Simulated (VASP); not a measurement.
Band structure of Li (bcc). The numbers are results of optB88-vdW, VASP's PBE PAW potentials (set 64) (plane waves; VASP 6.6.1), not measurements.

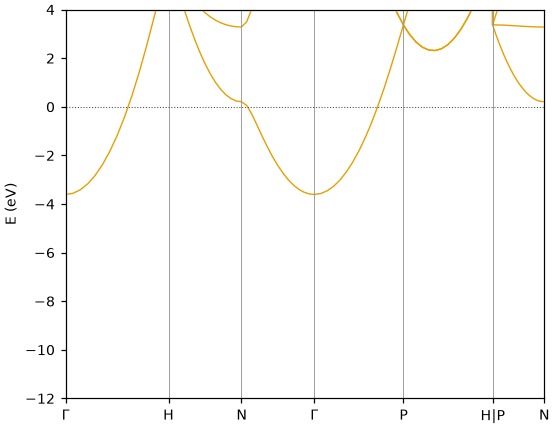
Figure: Bands along high-symmetry lines, zero at the valence-band maximum or, without a gap, the Fermi level

Task: Read the plot: is there a gap, and where are the band edges?

Result: It has no gap at this level: it comes out as a metal or semimetal. (Edges off the drawn lines would not show.)

The compound is Li in the bcc structure. It was relaxed first, which changed the volume by -6 %.
